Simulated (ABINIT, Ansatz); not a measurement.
## Li3SCl (model structure): optical spectrum from first principles

Aim: the dielectric function of Li3SCl (model structure), and the optical constants that follow from it. The structure is a model built here, which may or may not match a known phase. It was built so: All Br replaced by Cl and O replaced by S in the Pm-3m structure of Li3BrO. The cell is first relaxed with Ansatz.

Calculated with ABINIT 10.8.3; DFT, PBE, plane waves with norm-conserving potentials (PseudoDojo), scalar-relativistic, independent-particle linear optical response without local fields.

## 1. The starting structure

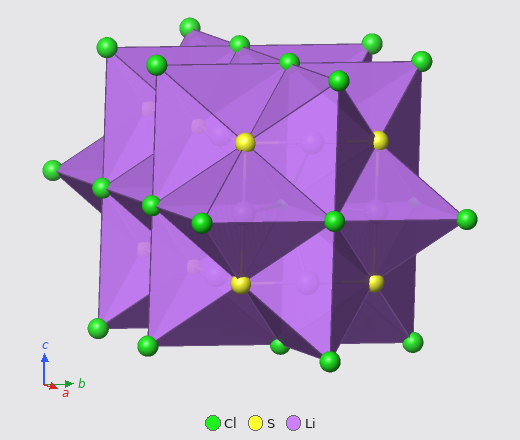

The starting structure, seen slightly off an axis (chlorine green, sulfur yellow, lithium purple). 2×1×1 cells are drawn. Some periodic images of atoms are drawn too.

## 2. Relaxation

The structure was built or cut out here, so it is relaxed before any spectrum is computed.

This step: DFT, PBE, plane-wave PAW, default files, scalar-relativistic, relaxation (Ansatz 0.2.0).

input.yaml

```yaml
crystal:
  lattice:
    - [4.19048842, 0.0, 0.0]
    - [0.0, 4.19048842, 0.0]
    - [0.0, 0.0, 4.19048842]
  atoms:
    - { symbol: Cl, position: [0.5, 0.5, 0.5] }
    - { symbol: S, position: [0.0, 0.0, 0.0] }
    - { symbol: Li, position: [0.0, 0.0, 0.5] }
    - { symbol: Li, position: [0.0, 0.5, 0.0] }
    - { symbol: Li, position: [0.5, 0.0, 0.0] }
kpoints:
  mp_grid: { grid: [5, 5, 5] }
scf:
  occupations: { method: fermi_dirac, width: 0.05 }
hamiltonian:
  xc: pbe
output:
  forces: true
  stress: true
relax:
  f_tol: 0.02
  max_steps: 50
  cell: {}
```

Started as:

```
$ ansatz run input.yaml --threads 4 --pin off --max-ram 8192MiB --backend cpu --events-out ev --progress --plain --runs-dir out
```

Numbers of over 12 decimals in the logs are rounded to 6 here.

Output:

```text
Engine: ansatz 0.2.0, aarch64-unknown-linux-gnu
Pseudopotentials: kind: paw
Pseudopotential: Cl, paw, valence charge 7, recommended cutoff 420 eV (normal), Cl.paw.azcp
Pseudopotential: S, paw, valence charge 6, recommended cutoff 420 eV (normal), S.paw.azcp
Pseudopotential: Li, paw, valence charge 3, recommended cutoff 420 eV (normal), Li.paw.azcp
Functional definition: PBE
  parameter kappa = 0.804
  parameter beta = 0.066725
  exchange = pbe_x(kappa = kappa, mu = beta*pi^2/3)
  correlation = pbe_c(beta = beta)
Crystal: 5 atoms, lattice volume = 73.586 Å³
Basis set: ecut = 420 eV, 1419 PW (Γ), exchange–correlation on 60×60×60 points (8 copies of the dense FFT grid, shifted against one another)
Bands: 16, of which v1, the nominal top of the filled ones, is band 11 counted from 1 (10 counted from 0)
Symmetry: 48 space group operations
Space group: Pm-3m (ITA 221), of the structure as read, at distance tolerance 4.2e-5 Å
k-points: 10 of 125
Non-local potential: Cl, projectors of the file, l = 0: 2, l = 1: 2, l = 2: 2
Non-local potential: S, projectors of the file, l = 0: 2, l = 1: 2, l = 2: 2
Non-local potential: Li, projectors of the file, l = 0: 3, l = 1: 2, l = 2: 1
PAW form: soft (Blöchl's): semilocal exchange-correlation on the pseudo side does not see the compensation charge
PAW one-centre angular grid: Cl, 110 points (default); XC on 64 Gauss nodes
PAW one-centre angular grid: S, 110 points (default); XC on 64 Gauss nodes
PAW one-centre angular grid: Li, 110 points (default); XC on 64 Gauss nodes
Initial density: superposition of atomic densities (neutral atoms: chi_scale 0, normalization atom), corrected by the library's trained network
Initial wavefunctions: pseudopotential atomic-orbital guess
Functional: x = pbe(κ = 0.804, μ = 0.219515), c = pbe(β = 0.066725)
SCF iter   1: F=—  HF=-2601.717055 eV  |F-HF|=—  |Δ(HF+E_count)|=         —  Δρ=1.82e-3  dr2=6.36e-3  ethr=1.77e-3  ⟨swp⟩=5.5  Hψ=826  notcnv=0
preconditioner: auto → Resta (q_TF=auto, 2.231 Å⁻¹)  ε∞=3.2  [insulator: Δε(μ)=4.271 eV  Ē_g=11.578 eV  σ=0.050 eV  W_gap=1.00  n_scr=18 (ndim 8)  ℏωp=17.3 eV  f_vac=0.000  D(μ)=0.00/eV (n_scr^D=0)  ε∞_Penn≈3.2]
SCF iter   2: F=—  HF=-2601.714081 eV  |F-HF|=—  |Δ(HF+E_count)|=   2.97e-3  Δρ=5.81e-4  dr2=5.92e-4  ethr=2.89e-5  ⟨swp⟩=1.8  Hψ=268  notcnv=0
SCF iter   3: F=—  HF=-2601.713917 eV  |F-HF|=—  |Δ(HF+E_count)|=   1.64e-4  Δρ=2.93e-4  dr2=1.04e-4  ethr=2.69e-6  ⟨swp⟩=2.0  Hψ=174  notcnv=0
SCF iter   4: F=—  HF=-2601.713911 eV  |F-HF|=—  |Δ(HF+E_count)|=   6.10e-6  Δρ=6.35e-5  dr2=2.96e-6  ethr=4.71e-7  ⟨swp⟩=2.3  Hψ=208  notcnv=0
SCF iter   5: F=—  HF=-2601.714130 eV  |F-HF|=—  |Δ(HF+E_count)|=   2.19e-4  Δρ=1.55e-5  dr2=1.62e-7  ethr=1.35e-8  ⟨swp⟩=2.0  Hψ=260  notcnv=0
SCF iter   6: F=-2601.714130 eV  HF=-2601.714130 eV  |F-HF|=1.92e-9  |Δ(HF+E_count)|=   1.46e-7  Δρ=2.02e-6  dr2=2.59e-9  ethr=4.55e-10  ⟨swp⟩=4.0  Hψ=495  notcnv=0
SCF 1 converged in 6 iterations: F = -2601.714130 eV  dr2 = 2.59e-9
  greatest PAW one-centre occupation: 1.000 electrons in one spin orbital (limit 2), on the Li atom at site 4 (counted from 0), in its partial waves of l = 0
relax step   1: F+E_penalty+E_count = -2601.71412994 eV  Δ(F+E_penalty+E_count) = +0.000e0 eV  max|allowed force component| = 2.876e-30 eV/Å  Δτ_max = 0.0000 Å  P = +13.501 GPa  Ω = 73.586 Å³  (6 SCF iters, dr2 threshold 1.00e-7 eV, accepted)
Crystal: 5 atoms, lattice volume = 83.167 Å³
Basis set: ecut = 420 eV, 1647 PW (Γ), exchange–correlation on 60×60×60 points (8 copies of the dense FFT grid, shifted against one another)
Initial density: handed on by an earlier stage of this run
Initial wavefunctions: those handed on with the density
iter 1 solved again at ethr=9.89e-4 eV; its pass at ethr=3.10e-3 eV (dr2=2.18e-1 eV) is discarded
SCF iter   1: F=—  HF=-2602.354245 eV  |F-HF|=—  |Δ(HF+E_count)|=         —  Δρ=9.09e-3  dr2=2.16e-1  ethr=9.89e-4  ⟨swp⟩=1.0  Hψ=1024  notcnv=0
preconditioner: auto → Resta (q_TF=auto, 2.186 Å⁻¹)  ε∞=3.1  [insulator: Δε(μ)=4.286 eV  Ē_g=11.158 eV  σ=0.050 eV  W_gap=1.00  n_scr=18 (ndim 8)  ℏωp=16.3 eV  f_vac=0.000  D(μ)=0.00/eV (n_scr^D=0)  ε∞_Penn≈3.1]
SCF iter   2: F=—  HF=-2602.283093 eV  |F-HF|=—  |Δ(HF+E_count)|=   7.12e-2  Δρ=3.24e-3  dr2=2.79e-2  ethr=9.83e-4  ⟨swp⟩=2.1  Hψ=238  notcnv=0
SCF iter   3: F=—  HF=-2602.272880 eV  |F-HF|=—  |Δ(HF+E_count)|=   1.02e-2  Δρ=1.67e-3  dr2=4.06e-3  ethr=1.27e-4  ⟨swp⟩=2.1  Hψ=278  notcnv=0  defer=9
SCF iter   4: F=—  HF=-2602.272057 eV  |F-HF|=—  |Δ(HF+E_count)|=   8.23e-4  Δρ=2.72e-4  dr2=6.68e-5  ethr=1.85e-5  ⟨swp⟩=2.5  Hψ=211  notcnv=0  defer=9
SCF iter   5: F=—  HF=-2602.272398 eV  |F-HF|=—  |Δ(HF+E_count)|=   3.41e-4  Δρ=7.54e-5  dr2=4.54e-6  ethr=3.04e-7  ⟨swp⟩=2.0  Hψ=231  notcnv=0  defer=9
SCF iter   6: F=-2602.272403 eV  HF=-2602.272402 eV  |F-HF|=2.72e-7  |Δ(HF+E_count)|=   4.56e-6  Δρ=1.32e-5  dr2=1.49e-7  ethr=2.27e-9  ⟨swp⟩=4.3  Hψ=510  notcnv=0
SCF 2 converged in 6 iterations: F = -2602.272403 eV  dr2 = 1.49e-7
  greatest PAW one-centre occupation: 1.000 electrons in one spin orbital (limit 2), on the Li atom at site 2 (counted from 0), in its partial waves of l = 0
relax step   2: F+E_penalty+E_count = -2602.27240255 eV  Δ(F+E_penalty+E_count) = -5.583e-1 eV  max|allowed force component| = 1.586e-30 eV/Å  Δτ_max = 0.0000 Å  P = +5.852 GPa  Ω = 83.167 Å³  energy of the carried Pulay correction = -1.113e-4 eV  (6 SCF iters, dr2 threshold 5.00e-7 eV, accepted)
Crystal: 5 atoms, lattice volume = 92.342 Å³
Basis set: ecut = 420 eV, 1839 PW (Γ), exchange–correlation on 60×60×60 points (8 copies of the dense FFT grid, shifted against one another)
iter 1 solved again at ethr=6.23e-4 eV; its pass at ethr=3.10e-3 eV (dr2=1.37e-1 eV) is discarded
SCF iter   1: F=—  HF=-2602.522802 eV  |F-HF|=—  |Δ(HF+E_count)|=         —  Δρ=6.73e-3  dr2=1.37e-1  ethr=6.23e-4  ⟨swp⟩=1.0  Hψ=1040  notcnv=0
preconditioner: auto → Resta (q_TF=auto, 2.148 Å⁻¹)  ε∞=3.1  [insulator: Δε(μ)=4.203 eV  Ē_g=10.775 eV  σ=0.050 eV  W_gap=1.00  n_scr=18 (ndim 8)  ℏωp=15.5 eV  f_vac=0.000  D(μ)=0.00/eV (n_scr^D=0)  ε∞_Penn≈3.1]
SCF iter   2: F=—  HF=-2602.477833 eV  |F-HF|=—  |Δ(HF+E_count)|=   4.50e-2  Δρ=2.43e-3  dr2=1.77e-2  ethr=6.23e-4  ⟨swp⟩=2.3  Hψ=246  notcnv=0
SCF iter   3: F=—  HF=-2602.471489 eV  |F-HF|=—  |Δ(HF+E_count)|=   6.34e-3  Δρ=1.28e-3  dr2=2.97e-3  ethr=8.03e-5  ⟨swp⟩=2.0  Hψ=257  notcnv=0  defer=5
SCF iter   4: F=—  HF=-2602.470897 eV  |F-HF|=—  |Δ(HF+E_count)|=   5.92e-4  Δρ=2.21e-4  dr2=4.88e-5  ethr=1.35e-5  ⟨swp⟩=2.6  Hψ=215  notcnv=0  defer=5
SCF iter   5: F=—  HF=-2602.471186 eV  |F-HF|=—  |Δ(HF+E_count)|=   2.89e-4  Δρ=5.86e-5  dr2=3.30e-6  ethr=2.22e-7  ⟨swp⟩=2.0  Hψ=252  notcnv=0  defer=5
SCF iter   6: F=-2602.471192 eV  HF=-2602.471192 eV  |F-HF|=2.37e-7  |Δ(HF+E_count)|=   5.45e-6  Δρ=1.13e-5  dr2=1.00e-7  ethr=2.27e-9  ⟨swp⟩=4.5  Hψ=510  notcnv=0
SCF 3 converged in 6 iterations: F = -2602.471192 eV  dr2 = 1.00e-7
relax step   3: F+E_penalty+E_count = -2602.47119205 eV  Δ(F+E_penalty+E_count) = -1.988e-1 eV  max|allowed force component| = 6.360e-31 eV/Å  Δτ_max = 0.0000 Å  P = +1.445 GPa  Ω = 92.342 Å³  energy of the carried Pulay correction = -2.059e-4 eV  (6 SCF iters, dr2 threshold 5.00e-7 eV, accepted)
[...]
relax step   4: F+E_penalty+E_count = -2602.48912553 eV  Δ(F+E_penalty+E_count) = -1.793e-2 eV  max|allowed force component| = 9.907e-30 eV/Å  Δτ_max = 0.0000 Å  P = +0.252 GPa  Ω = 95.804 Å³  energy of the carried Pulay correction = -2.390e-4 eV  (6 SCF iters, dr2 threshold 5.00e-7 eV, accepted)
[...]
relax step   5: F+E_penalty+E_count = -2602.48975538 eV  Δ(F+E_penalty+E_count) = -6.298e-4 eV  max|allowed force component| = 1.577e-30 eV/Å  Δτ_max = 0.0000 Å  P = +0.004 GPa  Ω = 96.605 Å³  energy of the carried Pulay correction = -2.465e-4 eV  (5 SCF iters, dr2 threshold 1.59e-7 eV, accepted)
[...]
relax step   6: F+E_penalty+E_count = -2602.49228736 eV  Δ(F+E_penalty+E_count) = -2.532e-3 eV  max|allowed force component| = 2.460e-30 eV/Å  Δτ_max = 0.0000 Å  P = +0.059 GPa  Ω = 96.605 Å³  stress off target by 5.87e-2 GPa  SCF on the basis re-selected at this cell (its energy is not comparable with the rows above)  (7 SCF iters)
[...]
relax step   7: F+E_penalty+E_count = -2602.49232164 eV  Δ(F+E_penalty+E_count) = -3.428e-5 eV  max|allowed force component| = 2.957e-30 eV/Å  Δτ_max = 0.0000 Å  P = +0.002 GPa  Ω = 96.796 Å³  energy of the carried Pulay correction = -1.924e-6 eV  (5 SCF iters, dr2 threshold 8.60e-9 eV, accepted)
iter 1 solved again at ethr=3.80e-7 eV; its pass at ethr=3.10e-3 eV (dr2=8.36e-5 eV) is discarded
SCF iter   1: F=—  HF=-2602.492462 eV  |F-HF|=—  |Δ(HF+E_count)|=         —  Δρ=4.83e-6  dr2=1.46e-8  ethr=3.80e-7  ⟨swp⟩=3.0  Hψ=1235  notcnv=0
eigensolver tolerance schedule: the retry pair's looser diagonalisation over-reported the residual by 5739.27 of it (diagonalisation noise at 2.38 of the residual, at the tolerance the schedule requests for it); recorded, not acted on — ethr = c·dr2/N_el stays at c = 1.0e-1
preconditioner: auto → Resta (q_TF=auto, 2.131 Å⁻¹)  ε∞=3.1  [insulator: Δε(μ)=4.126 eV  Ē_g=10.544 eV  σ=0.050 eV  W_gap=1.00  n_scr=18 (ndim 8)  ℏωp=15.1 eV  f_vac=0.000  D(μ)=0.00/eV (n_scr^D=0)  ε∞_Penn≈3.1]
SCF iter   2: F=—  HF=-2602.492324 eV  |F-HF|=—  |Δ(HF+E_count)|=   1.38e-4  Δρ=2.51e-6  dr2=6.35e-9  ethr=6.62e-11  ⟨swp⟩=3.0  Hψ=368  notcnv=0
SCF iter   3: F=—  HF=-2602.492324 eV  |F-HF|=—  |Δ(HF+E_count)|=   1.13e-9  Δρ=1.59e-6  dr2=2.20e-9  ethr=2.88e-11  ⟨swp⟩=1.1  Hψ=166  notcnv=0
SCF iter   4: F=—  HF=-2602.492324 eV  |F-HF|=—  |Δ(HF+E_count)|=   1.68e-9  Δρ=5.10e-7  dr2=1.47e-10  ethr=1.00e-11  ⟨swp⟩=2.0  Hψ=230  notcnv=0
SCF iter   5: F=-2602.492324 eV  HF=-2602.492324 eV  |F-HF|=3.18e-12  |Δ(HF+E_count)|=  3.47e-10  Δρ=1.06e-7  dr2=1.39e-11  ethr=1.00e-12  ⟨swp⟩=4.1  Hψ=495  notcnv=0
SCF 8 converged in 5 iterations: F = -2602.492324 eV  dr2 = 1.39e-11
relax step   8: F+E_penalty+E_count = -2602.49232380 eV  Δ(F+E_penalty+E_count) = -2.153e-6 eV  max|allowed force component| = 1.574e-30 eV/Å  Δτ_max = 0.0000 Å  P = +0.002 GPa  Ω = 96.796 Å³  stress off target by 2.07e-3 GPa  SCF on the basis re-selected at this cell (its energy is not comparable with the rows above)  (5 SCF iters)
basis re-selected at this cell: Δ(F+E_penalty+E_count) = -2.153e-6 eV, ΔP = -0.000 GPa vs the last step (what re-selecting the basis moved, of the pressure what is left beyond the Pulay correction that the steps carried, after the strain that the cell walked since its last selection, with what the two solves' SCF thresholds leave and, on support functions, any second-order correction that the steps lacked; it is no m [...]
SCF converged after 5 iterations
Free energy (F): -2602.492324 eV
Harris-Foulkes:  -2602.492324 eV  (|F-HF|=3.18e-12)
Internal energy: -2602.492324 eV  (E = F + TS)
E sigma→0 (E₀):  -2602.492324 eV
Fermi energy:    2.906118 eV
--- Per-component energies (eV) ---
  E_band       = -306.388133
  E_kinetic    = 334.830001
  E_local      = -792.802626  (includes V_loc(G=0)·N_el)
  E_nonlocal   = -42.779711
  E_hartree    = 243.631271
  E_xc         = -237.987512
  E_vxc        = -252.877976  (∫ρ·V_xc dr)
  E_paw        = -1322.787272  (= ΣΔE_a)
  E_vpaw       = -40.020520  (= ΣTr[D̂ρ^β])
  E_aug_tail   = 0.000137  (compensation charges beyond the density's cutoff)
  E_ewald      = -784.596613
  E_smearing   = -0.000000  (= −TS)
  E_closure    = 0.000000  (closes the sum)
  Σ components = -2602.492324   (vs F -2602.492324, Δ=0.00e0)
--- Forces (eV/Å), atoms counted from 1 ---
  atom   1  Cl     0.00000000     0.00000000     0.00000000
  atom   2  S     -0.00000000    -0.00000000    -0.00000000
  atom   3  Li     0.00000000     0.00000000     0.00000000
  atom   4  Li    -0.00000000    -0.00000000    -0.00000000
  atom   5  Li    -0.00000000    -0.00000000     0.00000000
  max |Σ_I F_I| component: 2.08e-30 eV/Å
--- Stress (GPa, compression-positive) ---
        0.002072       0.000000      -0.000000
        0.000000       0.002072       0.000000
       -0.000000       0.000000       0.002072
  P = ⅓ Tr σ = 0.0021 GPa (0.021 kbar)
--- Relaxed structure (6 steps of the walk, 6 accepted, 2 SCFs on fresh bases) ---
  F+E_penalty+E_count = -2602.49232380 eV   max|allowed force component| = 1.574e-30 eV/Å   (the final SCF, on the basis selected at the relaxed cell)
  cell:  # Å, volume = 96.7965 Å³
    - [4.591485, 0, 0]
    - [0, 4.591485, 0]
    - [0, 0, 4.591485]
  atoms:
    - { symbol: Cl, position: [0.5, 0.5, 0.5] }
    - { symbol: S, position: [0, 0, 0] }
    - { symbol: Li, position: [0, 0, 0.5] }
    - { symbol: Li, position: [0, 0.5, 0] }
    - { symbol: Li, position: [0.5, 0, 0] }
```

It took 3.2 s on 4 threads of Arm Neoverse V1, shared host; peak memory 0.35 GiB.

The steps of the relaxation:

| step | energy less that of the first step (eV) | largest force component (eV/Å) | pressure (GPa) | volume (Å³) |
| --- | --- | --- | --- | --- |
| 1 | 0.0000 | 0.0000 | 13.50 | 73.59 |
| 2 | -0.5583 | 0.0000 | 5.85 | 83.17 |
| 3 | -0.7571 | 0.0000 | 1.45 | 92.34 |
| 4 | -0.7750 | 0.0000 | 0.25 | 95.80 |
| 5 | -0.7756 | 0.0000 | 0.00 | 96.61 |
| 6* | -0.7782 | 0.0000 | 0.06 | 96.61 |
| 7 | -0.7782 | 0.0000 | 0.00 | 96.80 |
| 8* | -0.7782 | 0.0000 | 0.00 | 96.80 |

Relaxation steps marked * repeat the geometry before them on a plane-wave basis chosen anew for their cell, so energy and pressure can jump there.

Forces are held to the 48 operations that the run works with; a distortion that breaks them can't arise in this run.

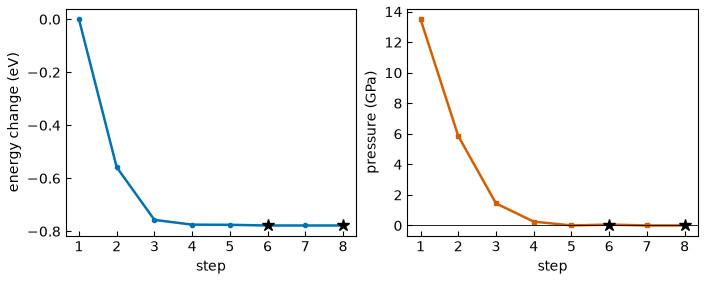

Energy and pressure along the relaxation. Stars mark steps on a basis chosen anew.

| conventional cell, symmetrised | before | after | change |
| --- | --- | --- | --- |
| a (Å) | 4.190 | 4.591 | +9.6 % |
| b (Å) | 4.190 | 4.591 | +9.6 % |
| c (Å) | 4.190 | 4.591 | +9.6 % |
| volume (Å³/atom) | 14.72 | 19.36 | +31.5 % |

The relaxed structure:

```xyz
5
Lattice="4.5915 0.0000 0.0000 0.0000 4.5915 0.0000 0.0000 0.0000 4.5915" Properties=species:S:1:pos:R:3 pbc="T T T"
Cl    2.2957    2.2957    2.2957
S     0.0000    0.0000    0.0000
Li    0.0000    0.0000    2.2957
Li    0.0000    2.2957    0.0000
Li    2.2957    0.0000    0.0000
```

The relaxation ends with a pressure of 0.00 GPa.

[end of part 1 of 2]

[Logs are printed without paths, hosts, clocks, repeated set-up lines and the standing remarks that a program may print on its own settings, such as how far it seeks lower states.]

[Hosts, paths, dates, database ids (printed as entryN), source tags and the programs' standing remarks are cut or masked in the printed files.]
